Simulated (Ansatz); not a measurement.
Geometry relaxation, with input and output: CH14O7 (part 1 of 3)

- system: CH14O7 (disordered cell, 22 atoms in the cell)
- method: DFT PBE-D3(BJ), scalar-relativistic, plane waves, PAW, no spin polarisation (Ansatz 0.2.0)

It belongs to a series of runs on one base structure; here: start relaxed. Figures and captions count atoms from 1; the log counts them from 0 in places.

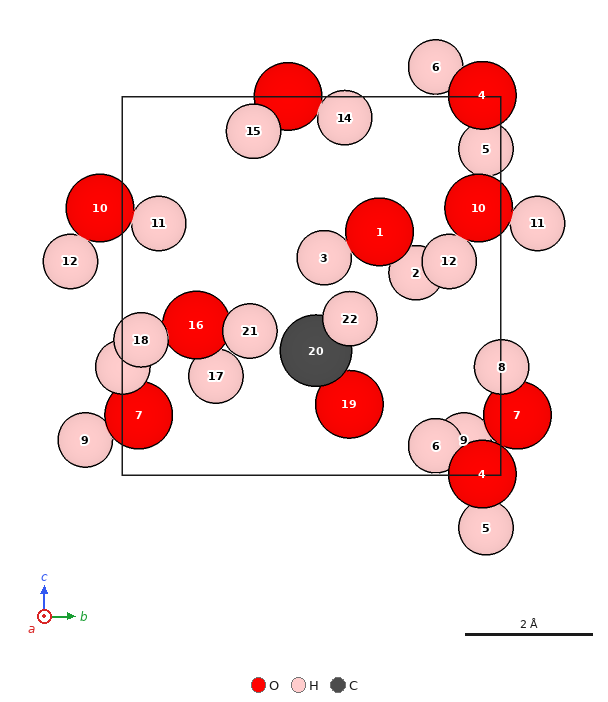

Figure 1. The input geometry (spheres-only view of the cell of the calculation, along the a axis; atoms are numbered from 1 in the order of the input).

Input file
```yaml
crystal:
  lattice:
    - [6.008322, 0.0, 0.0]
    - [0.0, 6.008322, 0.0]
    - [0.0, 0.0, 6.008322]
  atoms:
    - { symbol: O, position: [0.3539936, 0.6796815, 0.6428571] }
    - { symbol: H, position: [0.2829337, 0.7762514, 0.5351007] }
    - { symbol: H, position: [0.3474287, 0.5337294, 0.5747278] }
    - { symbol: O, position: [0.4929926, 0.9510674, 1.0033601] }
    - { symbol: H, position: [0.4166655, 0.96078, 0.8617037] }
    - { symbol: H, position: [0.4207906, 0.8278892, 1.0781981] }
    - { symbol: O, position: [0.1433071, 1.0437782, 0.1589995] }
    - { symbol: H, position: [0.2330329, 1.0019295, 0.2862185] }
    - { symbol: H, position: [0.1004688, 0.902873, 0.0934457] }
    - { symbol: O, position: [0.781725, 0.9415042, 0.7058305] }
    - { symbol: H, position: [0.767252, 1.096768, 0.6649601] }
    - { symbol: H, position: [0.7796504, 0.8636651, 0.56468] }
    - { symbol: O, position: [0.4600032, 0.438209, 1.0004108] }
    - { symbol: H, position: [0.4827229, 0.5876576, 0.9444141] }
    - { symbol: H, position: [0.5561107, 0.3470936, 0.9084976] }
    - { symbol: O, position: [0.4739577, 0.1962171, 0.3968158] }
    - { symbol: H, position: [0.4018471, 0.2477159, 0.2621509] }
    - { symbol: H, position: [0.5296423, 0.0500573, 0.3577871] }
    - { symbol: O, position: [0.8129909, 0.5999796, 0.1876297] }
    - { symbol: C, position: [0.9288627, 0.5118292, 0.329196] }
    - { symbol: H, position: [0.9041346, 0.3373393, 0.3810594] }
    - { symbol: H, position: [1.0651875, 0.6014208, 0.4136759] }
basis:
  ecutwfc: 420.0
kpoints:
  mp_grid: { grid: [1, 1, 1] }
hamiltonian:
  xc: pbe
  dispersion: d3bj
scf:
  occupations: { method: fermi_dirac, width: 0.02 }
  lower_state_search: "off"
relax:
  f_tol: 0.3
  max_steps: 15
  adjacent_minimum: "off"
output:
  write_density: true
  write_potential: true
  elf: true
  volumetric_format: npy
```

Machine: 1 thread of Intel Xeon (Sapphire Rapids), 10 GiB of memory available, shared host.

Launched with:
```bash
ansatz run input.yaml --threads 1 --pin off --max-ram 3072MiB --backend cpu --events-out ev --progress --plain --runs-dir out
```

Log
```
Engine: ansatz 0.2.0, x86_64-unknown-linux-gnu
Pseudopotentials: kind: paw
Pseudopotential: O, paw, valence charge 6, recommended cutoff 420 eV (normal), O.paw.azcp
Pseudopotential: H, paw, valence charge 1, recommended cutoff 420 eV (normal), H.paw.azcp
Pseudopotential: C, paw, valence charge 4, recommended cutoff 420 eV (normal), C.paw.azcp
Functional definition: PBE
  parameter kappa = 0.804
  parameter beta = 0.06672455060314922
  exchange = pbe_x(kappa = kappa, mu = beta*pi^2/3)
  correlation = pbe_c(beta = beta)
Crystal: 22 atoms, lattice volume = 216.900 Å³
Basis set: ecut = 420 eV, 4169 PW (Γ), exchange–correlation on 90×90×90 points (8 copies of the dense FFT grid, shifted against one another)
Bands: 52, of which v1, the nominal top of the filled ones, is band 30 counted from 1 (29 counted from 0)
Symmetry: 1 space group operations
Space group: P1 (ITA 1), of the structure as read, at distance tolerance 6.0e-5 Å
k-points: 1
Non-local potential: O, projectors of the file, l = 0: 2, l = 1: 2, l = 2: 1
Non-local potential: H, projectors of the file, l = 0: 2, l = 1: 1
Non-local potential: C, projectors of the file, l = 0: 2, l = 1: 2, l = 2: 1
PAW form: soft (Blöchl's): semilocal exchange-correlation on the pseudo side does not see the compensation charge
PAW one-centre angular grid: O, 110 points (default); XC on 64 Gauss nodes
PAW one-centre angular grid: H, 110 points (default); XC on 64 Gauss nodes
PAW one-centre angular grid: C, 110 points (default); XC on 64 Gauss nodes
Initial density: superposition of atomic densities (neutral atoms: chi_scale 0, normalization atom), corrected by the library's trained network
Initial wavefunctions: pseudopotential atomic-orbital guess
Functional: x = pbe(κ = 0.804, μ = 0.2195149727645171), c = pbe(β = 0.06672455060314922)
SCF iter   1: F=—  HF=-4443.778961 eV  |F-HF|=—  |Δ(HF+E_count)|=         —  Δρ=6.01e-3  dr2=5.80e-2  ethr=1.77e-3  ⟨swp⟩=6.0  Hψ=243  notcnv=0  defer=7
preconditioner: auto → Resta (q_TF=auto, 2.202 Å⁻¹)  ε∞=2.3  [insulator: Δε(μ)=2.798 eV  Ē_g=17.264 eV  σ=0.020 eV  W_gap=1.00  n_scr=32 (ndim 8)  ℏωp=19.5 eV  f_vac=0.228  D(μ)=0.00/eV (n_scr^D=0)  ε∞_Penn≈2.3]
SCF iter   2: F=—  HF=-4443.761190 eV  |F-HF|=—  |Δ(HF+E_count)|=   1.78e-2  Δρ=3.32e-3  dr2=1.19e-2  ethr=9.67e-5  ⟨swp⟩=2.0  Hψ=81  notcnv=0  defer=16
SCF iter   3: F=—  HF=-4443.759836 eV  |F-HF|=—  |Δ(HF+E_count)|=   1.35e-3  Δρ=1.38e-3  dr2=3.99e-3  ethr=1.98e-5  ⟨swp⟩=2.0  Hψ=72  notcnv=0  defer=16
SCF iter   4: F=—  HF=-4443.758887 eV  |F-HF|=—  |Δ(HF+E_count)|=   9.49e-4  Δρ=5.58e-4  dr2=6.26e-4  ethr=6.64e-6  ⟨swp⟩=2.0  Hψ=72  notcnv=0  defer=16
SCF iter   5: F=—  HF=-4443.758826 eV  |F-HF|=—  |Δ(HF+E_count)|=   6.09e-5  Δρ=1.80e-4  dr2=5.93e-5  ethr=1.04e-6  ⟨swp⟩=2.0  Hψ=66  notcnv=0  defer=16
SCF iter   6: F=-4443.758821 eV  HF=-4443.758823 eV  |F-HF|=2.80e-6  |Δ(HF+E_count)|=   2.61e-6  Δρ=4.06e-5  dr2=3.21e-6  ethr=9.88e-8  ⟨swp⟩=11.0  Hψ=364  notcnv=0
SCF 1 converged in 6 iterations: F = -4443.758821 eV  dr2 = 3.21e-6
  greatest PAW one-centre occupation: 0.881 electrons in one spin orbital (limit 2), on the O atom at site 18 (counted from 0), in its partial waves of l = 0
relax step   1: F+E_penalty+E_count = -4443.75882061 eV  Δ(F+E_penalty+E_count) = +0.000e0 eV  max|allowed force component| = 1.930e0 eV/Å  Δτ_max = 0.0000 Å  (6 SCF iters, dr2 threshold 1.00e-4 eV, accepted)
Initial density: handed on by an earlier stage of this run
Initial wavefunctions: those handed on with the density
iter 1 solved again at ethr=4.47e-4 eV; its pass at ethr=3.10e-3 eV (dr2=2.68e-1 eV) is discarded
SCF iter   1: F=—  HF=-4444.507293 eV  |F-HF|=—  |Δ(HF+E_count)|=         —  Δρ=2.10e-2  dr2=2.72e-1  ethr=4.47e-4  ⟨swp⟩=1.0  Hψ=195  notcnv=0  defer=13
preconditioner: auto → Resta (q_TF=auto, 2.202 Å⁻¹)  ε∞=2.3  [insulator: Δε(μ)=3.153 eV  Ē_g=17.198 eV  σ=0.020 eV  W_gap=1.00  n_scr=32 (ndim 8)  ℏωp=19.5 eV  f_vac=0.228  D(μ)=0.00/eV (n_scr^D=0)  ε∞_Penn≈2.3]
SCF iter   2: F=—  HF=-4444.482168 eV  |F-HF|=—  |Δ(HF+E_count)|=   2.51e-2  Δρ=1.05e-2  dr2=6.22e-2  ethr=4.47e-4  ⟨swp⟩=2.0  Hψ=54  notcnv=0  defer=13
SCF iter   3: F=—  HF=-4444.484164 eV  |F-HF|=—  |Δ(HF+E_count)|=   2.00e-3  Δρ=2.83e-3  dr2=1.25e-2  ethr=1.04e-4  ⟨swp⟩=2.0  Hψ=69  notcnv=0  defer=13
SCF iter   4: F=—  HF=-4444.481284 eV  |F-HF|=—  |Δ(HF+E_count)|=   2.88e-3  Δρ=5.86e-4  dr2=4.95e-4  ethr=2.08e-5  ⟨swp⟩=2.0  Hψ=91  notcnv=0  defer=13
SCF iter   5: F=—  HF=-4444.481331 eV  |F-HF|=—  |Δ(HF+E_count)|=   4.68e-5  Δρ=3.11e-4  dr2=1.74e-4  ethr=8.26e-7  ⟨swp⟩=2.0  Hψ=90  notcnv=0  defer=13
SCF iter   6: F=-4444.481324 eV  HF=-4444.481322 eV  |F-HF|=2.30e-6  |Δ(HF+E_count)|=   8.54e-6  Δρ=8.94e-5  dr2=1.41e-5  ethr=1.67e-7  ⟨swp⟩=10.0  Hψ=353  notcnv=0
SCF 2 converged in 6 iterations: F = -4444.481324 eV  dr2 = 1.41e-5
relax step   2: F+E_penalty+E_count = -4444.48132431 eV  Δ(F+E_penalty+E_count) = -7.225e-1 eV  max|allowed force component| = 7.113e-1 eV/Å  Δτ_max = 0.1949 Å  (6 SCF iters, dr2 threshold 1.00e-4 eV, accepted)
iter 1 solved again at ethr=8.54e-4 eV; its pass at ethr=3.10e-3 eV (dr2=5.12e-1 eV) is discarded
SCF iter   1: F=—  HF=-4444.910296 eV  |F-HF|=—  |Δ(HF+E_count)|=         —  Δρ=2.87e-2  dr2=5.23e-1  ethr=8.54e-4  ⟨swp⟩=1.0  Hψ=225  notcnv=0  defer=16
preconditioner: auto → Resta (q_TF=auto, 2.202 Å⁻¹)  ε∞=2.3  [insulator: Δε(μ)=3.118 eV  Ē_g=17.087 eV  σ=0.020 eV  W_gap=1.00  n_scr=32 (ndim 8)  ℏωp=19.5 eV  f_vac=0.219  D(μ)=0.00/eV (n_scr^D=0)  ε∞_Penn≈2.3]
SCF iter   2: F=—  HF=-4444.860463 eV  |F-HF|=—  |Δ(HF+E_count)|=   4.98e-2  Δρ=1.40e-2  dr2=1.16e-1  ethr=8.54e-4  ⟨swp⟩=3.0  Hψ=63  notcnv=0  defer=16
SCF iter   3: F=—  HF=-4444.867758 eV  |F-HF|=—  |Δ(HF+E_count)|=   7.29e-3  Δρ=3.68e-3  dr2=2.06e-2  ethr=1.94e-4  ⟨swp⟩=2.0  Hψ=66  notcnv=0  defer=16
SCF iter   4: F=—  HF=-4444.863702 eV  |F-HF|=—  |Δ(HF+E_count)|=   4.06e-3  Δρ=9.24e-4  dr2=1.43e-3  ethr=3.44e-5  ⟨swp⟩=2.0  Hψ=72  notcnv=0  defer=16
SCF iter   5: F=—  HF=-4444.863842 eV  |F-HF|=—  |Δ(HF+E_count)|=   1.40e-4  Δρ=5.28e-4  dr2=5.32e-4  ethr=2.39e-6  ⟨swp⟩=2.0  Hψ=91  notcnv=0  defer=16
SCF iter   6: F=—  HF=-4444.863792 eV  |F-HF|=—  |Δ(HF+E_count)|=   5.02e-5  Δρ=1.28e-4  dr2=2.65e-5  ethr=8.87e-7  ⟨swp⟩=2.0  Hψ=66  notcnv=0  defer=16
SCF iter   7: F=—  HF=-4444.863813 eV  |F-HF|=—  |Δ(HF+E_count)|=   2.06e-5  Δρ=5.81e-5  dr2=5.71e-6  ethr=4.42e-8  ⟨swp⟩=2.0  Hψ=60  notcnv=0  defer=16
SCF iter   8: F=—  HF=-4444.863812 eV  |F-HF|=—  |Δ(HF+E_count)|=   2.68e-7  Δρ=1.32e-5  dr2=2.75e-7  ethr=9.52e-9  ⟨swp⟩=2.0  Hψ=60  notcnv=0  defer=16
SCF iter   9: F=-4444.863813 eV  HF=-4444.863812 eV  |F-HF|=2.66e-8  |Δ(HF+E_count)|=   1.47e-7  Δρ=4.21e-6  dr2=2.72e-8  ethr=1.67e-10  ⟨swp⟩=10.0  Hψ=269  notcnv=0
[...]
  greatest PAW one-centre occupation: 0.880 electrons in one spin orbital (limit 2), on the O atom at site 18 (counted from 0), in its partial waves of l = 0
relax step   3: F+E_penalty+E_count = -4444.86381250 eV  Δ(F+E_penalty+E_count) = -3.825e-1 eV  max|allowed force component| = 1.555e0 eV/Å  Δτ_max = 0.1970 Å  (9 SCF iters, accepted)
preconditioner: auto → Resta (q_TF=auto, 2.202 Å⁻¹)  ε∞=2.3  [insulator: Δε(μ)=3.543 eV  Ē_g=17.195 eV  σ=0.020 eV  W_gap=1.00  n_scr=32 (ndim 8)  ℏωp=19.5 eV  f_vac=0.216  D(μ)=0.00/eV (n_scr^D=0)  ε∞_Penn≈2.3]
relax step   4: F+E_penalty+E_count = -4445.27944160 eV  Δ(F+E_penalty+E_count) = -4.156e-1 eV  max|allowed force component| = 1.198e0 eV/Å  Δτ_max = 0.2000 Å  (7 SCF iters, dr2 threshold 1.00e-4 eV, accepted)
preconditioner: auto → Resta (q_TF=auto, 2.202 Å⁻¹)  ε∞=2.3  [insulator: Δε(μ)=3.570 eV  Ē_g=17.089 eV  σ=0.020 eV  W_gap=1.00  n_scr=32 (ndim 8)  ℏωp=19.5 eV  f_vac=0.216  D(μ)=0.00/eV (n_scr^D=0)  ε∞_Penn≈2.3]
relax step   5: F+E_penalty+E_count = -4445.58319610 eV  Δ(F+E_penalty+E_count) = -3.038e-1 eV  max|allowed force component| = 3.306e0 eV/Å  Δτ_max = 0.1946 Å  (7 SCF iters, dr2 threshold 1.00e-4 eV, accepted)
preconditioner: auto → Resta (q_TF=auto, 2.202 Å⁻¹)  ε∞=2.3  [insulator: Δε(μ)=3.484 eV  Ē_g=17.188 eV  σ=0.020 eV  W_gap=1.00  n_scr=32 (ndim 8)  ℏωp=19.5 eV  f_vac=0.214  D(μ)=0.00/eV (n_scr^D=0)  ε∞_Penn≈2.3]
  greatest PAW one-centre occupation: 0.879 electrons in one spin orbital (limit 2), on the O atom at site 18 (counted from 0), in its partial waves of l = 0
relax step   6: F+E_penalty+E_count = -4445.91356352 eV  Δ(F+E_penalty+E_count) = -3.304e-1 eV  max|allowed force component| = 3.061e0 eV/Å  Δτ_max = 0.1928 Å  (7 SCF iters, dr2 threshold 1.00e-4 eV, accepted)
preconditioner: auto → Resta (q_TF=auto, 2.202 Å⁻¹)  ε∞=2.3  [insulator: Δε(μ)=3.525 eV  Ē_g=17.255 eV  σ=0.020 eV  W_gap=1.00  n_scr=32 (ndim 8)  ℏωp=19.5 eV  f_vac=0.219  D(μ)=0.00/eV (n_scr^D=0)  ε∞_Penn≈2.3]
relax step   7: F+E_penalty+E_count = -4446.23915710 eV  Δ(F+E_penalty+E_count) = -3.256e-1 eV  max|allowed force component| = 1.794e0 eV/Å  Δτ_max = 0.2000 Å  (7 SCF iters, dr2 threshold 1.00e-4 eV, accepted)
preconditioner: auto → Resta (q_TF=auto, 2.202 Å⁻¹)  ε∞=2.3  [insulator: Δε(μ)=3.562 eV  Ē_g=17.228 eV  σ=0.020 eV  W_gap=1.00  n_scr=32 (ndim 8)  ℏωp=19.5 eV  f_vac=0.222  D(μ)=0.00/eV (n_scr^D=0)  ε∞_Penn≈2.3]
  greatest PAW one-centre occupation: 0.878 electrons in one spin orbital (limit 2), on the O atom at site 18 (counted from 0), in its partial waves of l = 0
relax step   8: F+E_penalty+E_count = -4446.46235477 eV  Δ(F+E_penalty+E_count) = -2.232e-1 eV  max|allowed force component| = 9.600e-1 eV/Å  Δτ_max = 0.1967 Å  (7 SCF iters, dr2 threshold 1.00e-4 eV, accepted)
preconditioner: auto → Resta (q_TF=auto, 2.202 Å⁻¹)  ε∞=2.3  [insulator: Δε(μ)=3.609 eV  Ē_g=17.288 eV  σ=0.020 eV  W_gap=1.00  n_scr=32 (ndim 8)  ℏωp=19.5 eV  f_vac=0.222  D(μ)=0.00/eV (n_scr^D=0)  ε∞_Penn≈2.3]
relax step   9: F+E_penalty+E_count = -4446.64368396 eV  Δ(F+E_penalty+E_count) = -1.813e-1 eV  max|allowed force component| = 8.504e-1 eV/Å  Δτ_max = 0.2000 Å  (6 SCF iters, dr2 threshold 1.00e-4 eV, accepted)
preconditioner: auto → Resta (q_TF=auto, 2.202 Å⁻¹)  ε∞=2.3  [insulator: Δε(μ)=3.574 eV  Ē_g=17.334 eV  σ=0.020 eV  W_gap=1.00  n_scr=32 (ndim 8)  ℏωp=19.5 eV  f_vac=0.222  D(μ)=0.00/eV (n_scr^D=0)  ε∞_Penn≈2.3]
relax step  10: F+E_penalty+E_count = -4446.80395555 eV  Δ(F+E_penalty+E_count) = -1.603e-1 eV  max|allowed force component| = 1.091e0 eV/Å  Δτ_max = 0.1973 Å  (6 SCF iters, dr2 threshold 1.00e-4 eV, accepted)
preconditioner: auto → Resta (q_TF=auto, 2.202 Å⁻¹)  ε∞=2.3  [insulator: Δε(μ)=3.578 eV  Ē_g=17.364 eV  σ=0.020 eV  W_gap=1.00  n_scr=32 (ndim 8)  ℏωp=19.5 eV  f_vac=0.226  D(μ)=0.00/eV (n_scr^D=0)  ε∞_Penn≈2.3]
relax step  11: F+E_penalty+E_count = -4446.91254172 eV  Δ(F+E_penalty+E_count) = -1.086e-1 eV  max|allowed force component| = 1.088e0 eV/Å  Δτ_max = 0.1913 Å  (6 SCF iters, dr2 threshold 1.00e-4 eV, accepted)
preconditioner: auto → Resta (q_TF=auto, 2.202 Å⁻¹)  ε∞=2.3  [insulator: Δε(μ)=3.598 eV  Ē_g=17.403 eV  σ=0.020 eV  W_gap=1.00  n_scr=32 (ndim 8)  ℏωp=19.5 eV  f_vac=0.229  D(μ)=0.00/eV (n_scr^D=0)  ε∞_Penn≈2.3]
  greatest PAW one-centre occupation: 0.877 electrons in one spin orbital (limit 2), on the O atom at site 18 (counted from 0), in its partial waves of l = 0
relax step  12: F+E_penalty+E_count = -4447.00758324 eV  Δ(F+E_penalty+E_count) = -9.504e-2 eV  max|allowed force component| = 7.346e-1 eV/Å  Δτ_max = 0.2000 Å  (7 SCF iters, dr2 threshold 1.00e-4 eV, accepted)
preconditioner: auto → Resta (q_TF=auto, 2.202 Å⁻¹)  ε∞=2.3  [insulator: Δε(μ)=3.657 eV  Ē_g=17.454 eV  σ=0.020 eV  W_gap=1.00  n_scr=32 (ndim 8)  ℏωp=19.5 eV  f_vac=0.235  D(μ)=0.00/eV (n_scr^D=0)  ε∞_Penn≈2.3]
relax step  13: F+E_penalty+E_count = -4447.06711423 eV  Δ(F+E_penalty+E_count) = -5.953e-2 eV  max|allowed force component| = 5.851e-1 eV/Å  Δτ_max = 0.1951 Å  (6 SCF iters, dr2 threshold 1.00e-4 eV, accepted)
preconditioner: auto → Resta (q_TF=auto, 2.202 Å⁻¹)  ε∞=2.2  [insulator: Δε(μ)=3.767 eV  Ē_g=17.499 eV  σ=0.020 eV  W_gap=1.00  n_scr=32 (ndim 8)  ℏωp=19.5 eV  f_vac=0.236  D(μ)=0.00/eV (n_scr^D=0)  ε∞_Penn≈2.2]
relax step  14: F+E_penalty+E_count = -4447.14036873 eV  Δ(F+E_penalty+E_count) = -7.325e-2 eV  max|allowed force component| = 1.718e-1 eV/Å  Δτ_max = 0.2000 Å  (7 SCF iters, dr2 threshold 1.00e-4 eV, accepted)
preconditioner: auto → Resta (q_TF=auto, 2.202 Å⁻¹)  ε∞=2.2  [insulator: Δε(μ)=3.658 eV  Ē_g=17.487 eV  σ=0.020 eV  W_gap=1.00  n_scr=32 (ndim 8)  ℏωp=19.5 eV  f_vac=0.237  D(μ)=0.00/eV (n_scr^D=0)  ε∞_Penn≈2.2]
relax step  15: F+E_penalty+E_count = -4447.14036918 eV  Δ(F+E_penalty+E_count) = -4.547e-7 eV  max|allowed force component| = 1.718e-1 eV/Å  Δτ_max = 0.0000 Å  (4 SCF iters, accepted)
```

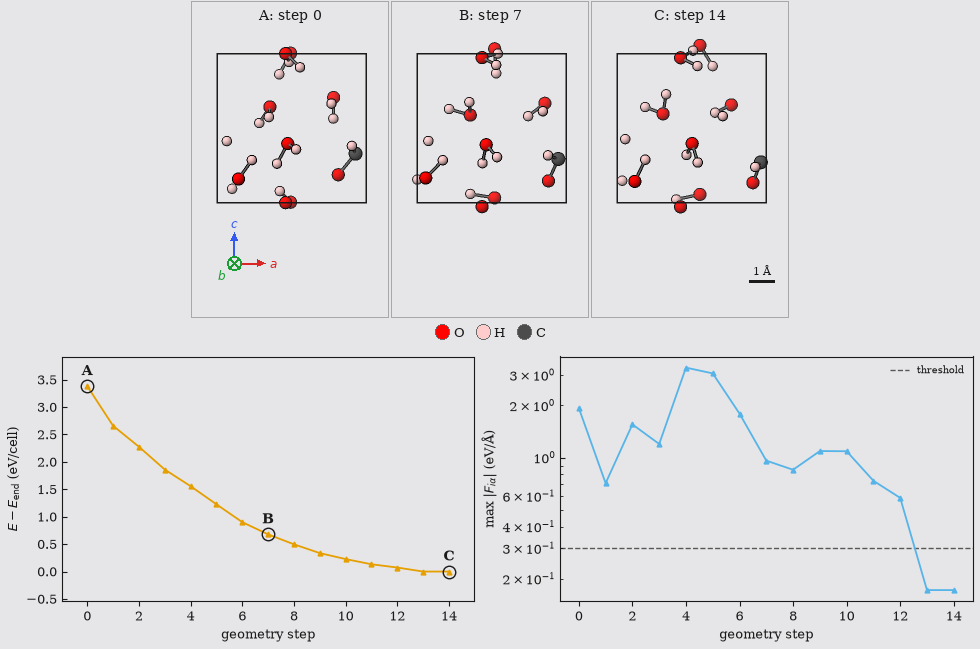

Figure 2. Frames of the relaxation (ball-and-stick view of the cell of the calculation, along the b axis) above the curves, on which the letters mark them (the first geometry is step 0 here and step 1 in the log).
